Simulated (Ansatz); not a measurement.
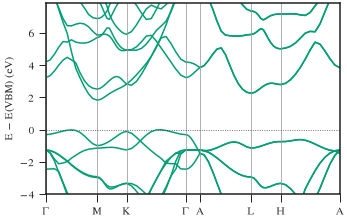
Band structure from DFT-r²SCAN in the program Ansatz with PAW potentials

### Question
Read off the gap and where the band edges lie.

### Answer
About 1.8 eV (1.83 eV by a search for the band edges); maximum on the K–Γ line, 55 % of the way from K, minimum at M.

### Question
Which of these materials gives this?
A) LiGeN, P6_3mc (Li on 2b, Ge on 2a, N on 2b)
B) YN, P-6m2 (Y on 1a, N on 1f)
C) ZnO, NiAs type
D) Li2O2, P6_3/mmc (Li on 2a, Li on 2c, O on 4f)

### Answer
A, LiGeN, P6_3mc (Li on 2b, Ge on 2a, N on 2b)

The first step of the workflow began from a Materials Project structure, measured or hypothetical; the Crystallography Open Database copy checked does not list it. Whether it is the stable phase at ambient conditions was not checked. Symmetry was held in the r²SCAN relaxation; whether a distortion lowers the energy is not shown. Spin–orbit coupling is left out wherever it is not named.

Potentials: the later of the program's two PAW sets.
